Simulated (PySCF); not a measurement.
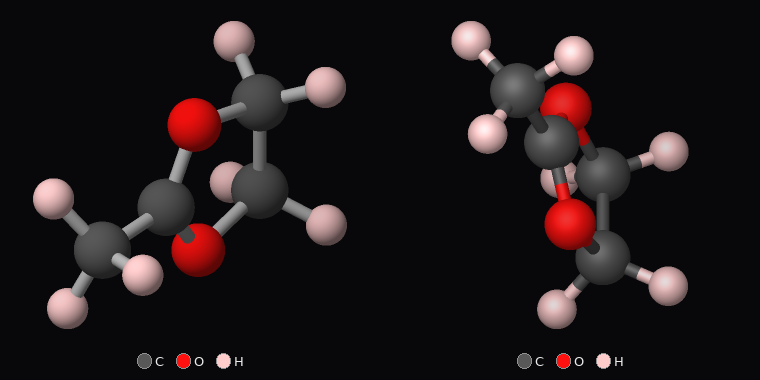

Both panels show the same species.

Charge +1, singlet.

Description:

Formula C4H7O2(+). SMILES: `C[C+]1OCCO1`. Independent rings (smallest set): 1 of 5 members. Among its groups: ether. Coordination: 3 C tetrahedral; 1 C trigonal planar; 2 O bent.

The parts below concern this one geometry. Atoms keep their numbers from picture to picture. The computed structure is the end point of a PBE0-D3(BJ)/def2-SVP optimisation. No frequency run is at hand to confirm it as a minimum.

## Quadrupole coupling

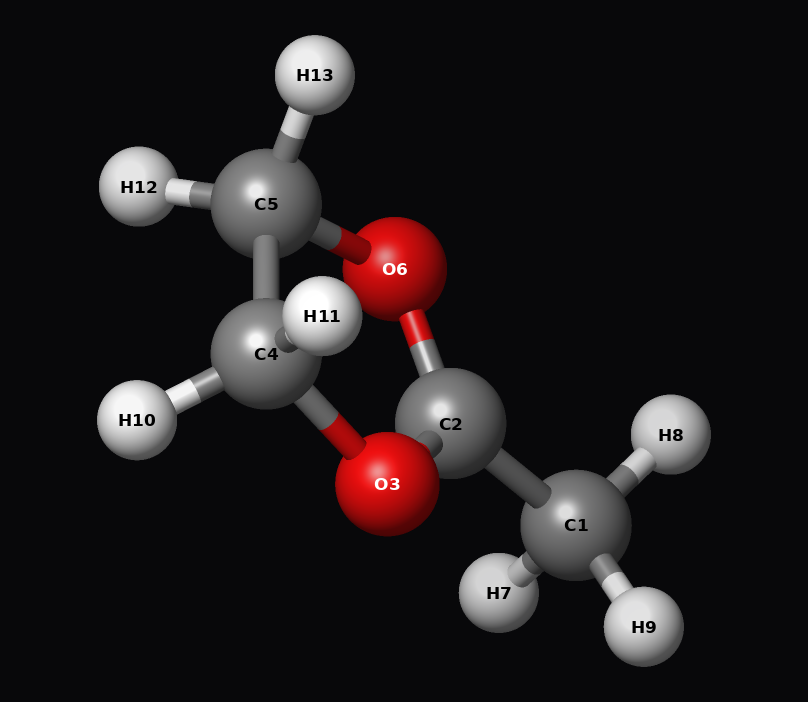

No frequency run is at hand to confirm it as a minimum. Electric field gradients from the ground-state density, PBE0/pcSseg-1 in acetone (IEF-PCM) (PySCF 2.14.0), non-relativistic apart from any core potentials.

Give the largest field-gradient component, the quadrupole coupling constant and the asymmetry for 17O at O3 (Q = −25.6 mb), 17O at O6 (Q = −25.6 mb), 2H at H7 (Q = 2.86 mb), 2H at H8 (Q = 2.86 mb).

```json
{"atom": "O3", "V_zz (a.u.)": "1.485", "e²qQ/h (MHz)": "−8.93", "η": "0.13"}
{"atom": "O6", "V_zz (a.u.)": "1.495", "e²qQ/h (MHz)": "−8.99", "η": "0.15"}
{"atom": "H7", "V_zz (a.u.)": "0.274", "e²qQ/h (MHz)": "0.184", "η": "0.07"}
{"atom": "H8", "V_zz (a.u.)": "0.282", "e²qQ/h (MHz)": "0.190", "η": "0.07"}
```

## Excitation

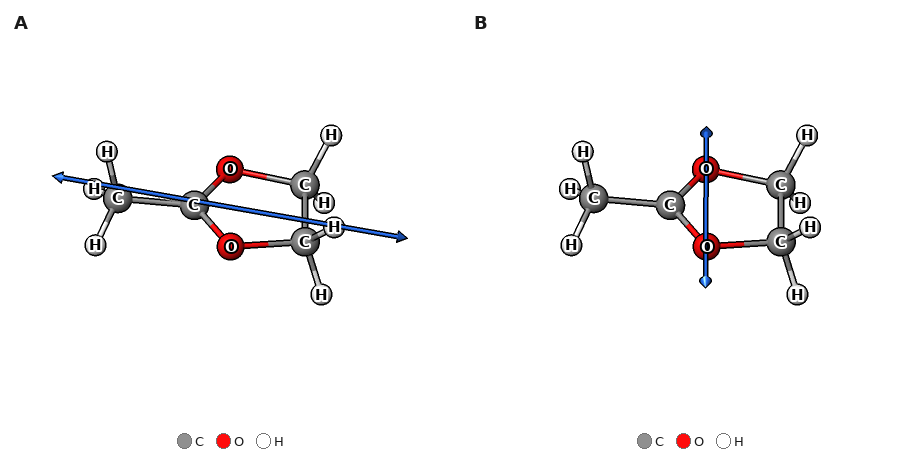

The double arrows show the directions of two transition dipoles from the ground state (lengths mean nothing). No frequency run is at hand to confirm it as a minimum. Properties computed with TDDFT PBE0/def2-SVPD, vertical, IEF-PCM tetrahydrofuran (non-equilibrium linear response), core orbitals frozen in the response (PySCF 2.14.0).

Question: One belongs to singlet state 1 and one to singlet state 5. Which is which?

Answer: A: state 5, 8.58 eV (145 nm), oscillator strength 0.40, mainly HOMO−1 → LUMO (weight 0.75).
B: state 1, 6.79 eV (183 nm), oscillator strength 0.061, mainly HOMO → LUMO (weight 0.98).

## Ring current

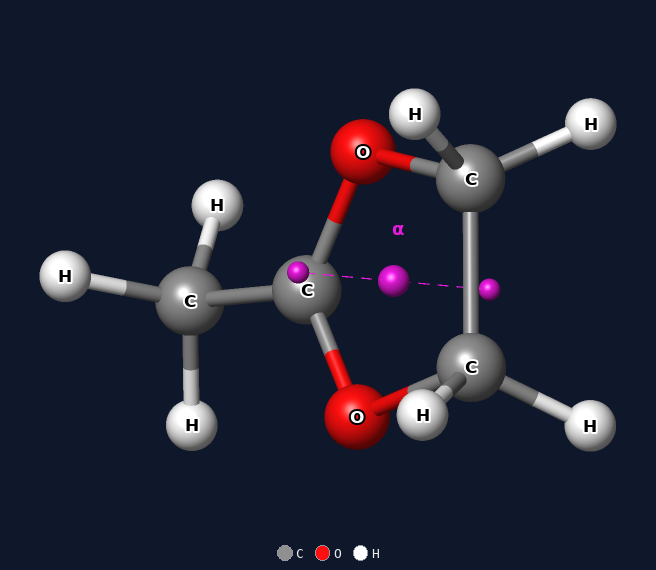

The small points mark where nucleus-independent chemical shifts (NICS) were computed: at the centre of each lettered ring and 1 Å above and below it. No frequency run is at hand to confirm it as a minimum. Properties computed with GIAO PBE0/pcSseg-1 NMR shielding, non-relativistic, IEF-PCM tetrahydrofuran (PySCF 2.14.0).

Give NICS(0), NICS(1) and the out-of-plane component NICS(1)zz for each ring (means of the two sides).

| ring | members | NICS(0) | NICS(1) | NICS(1)zz |
| --- | --- | --- | --- | --- |
| α | C3O2 | −6.0 | −2.7 | −5.6 |

Values in ppm.

Question: What do the values say about the ring currents?

Answer: Ring α: weak, as in a non-aromatic ring. NICS is one index among several.

## Charges

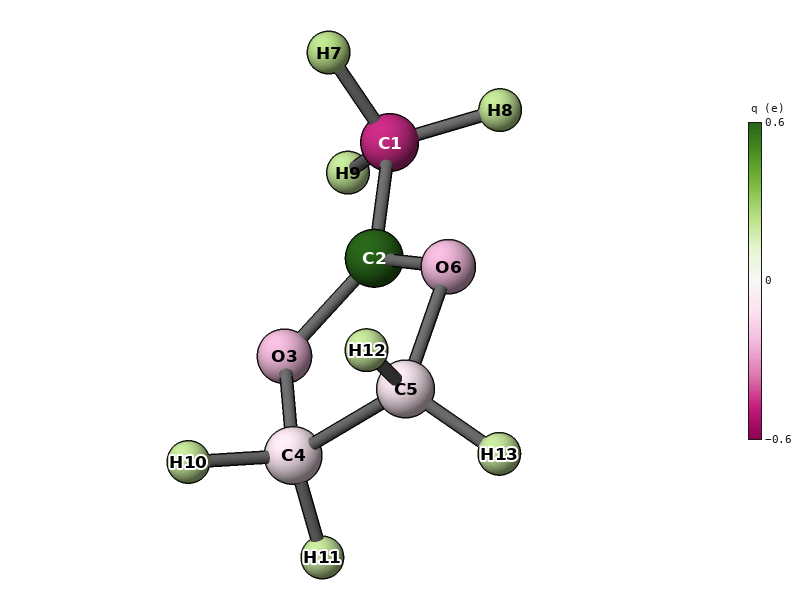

Atoms are coloured by their IAO charges. No frequency run is at hand to confirm it as a minimum. Properties computed with PBE0/pcSseg-1 in acetone (IEF-PCM) (PySCF 2.14.0).

Give the IAO charges atom by atom.

| atom | value (e) |
| --- | --- |
| C1 | −0.46 |
| C2 | 0.59 |
| O3 | −0.22 |
| C4 | −0.08 |
| C5 | −0.08 |
| O6 | −0.23 |
| H7 | 0.23 |
| H8 | 0.21 |
| H9 | 0.21 |
| H10 | 0.21 |
| H11 | 0.20 |
| H12 | 0.20 |
| H13 | 0.21 |
